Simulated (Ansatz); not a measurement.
## Hypothetical diamond Ag: pressure series

The reference is Ag in the diamond structure (space group Fd-3m, No. 227; a = 6.2178 Å; a hypothetical phase, not in the database extracts checked).

Cell and atoms are relaxed at each pressure.

Levels (all Ansatz, a first-principles code, PAW): PBE (420 eV, spin-orbit coupling left out); PBEsol (420 eV, spin-orbit coupling left out).

The base cell above is that of PBE; each level relaxes its own structures.

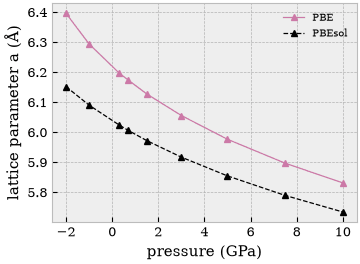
Figure: Lattice parameter a under two levels

**Question.** How do the two levels compare along the series?

**Answer.** PBE lies above PBEsol in every row, by 0.097 Å to 0.244 Å. They put the cases in the same order.

Load acts through the strain it causes; cell and atoms are relaxed under it. Stability against distortions was not tested. No other phases were tried under pressure.
